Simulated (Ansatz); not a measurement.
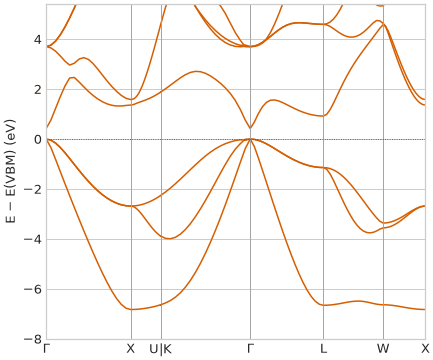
Band structure from PBEsol in the plane-wave PAW code Ansatz

Task: Read off the gap and where the band edges lie.

Result: About 0.4 eV (0.42 eV by a search for the band edges); maximum at Γ, minimum at Γ.

Task: Pick the material that matches.
(A) ZnS, zinc blende
(B) GaAs, zinc blende
(C) AlP, zinc blende
(D) GaN, zinc blende

Result: B, GaAs, zinc blende

Space group F-43m (zinc blende). The cell was relaxed with PBEsol under the symmetry of its start. Spin–orbit coupling is left out wherever it is not named.

Potentials: the later of the program's two PAW sets.
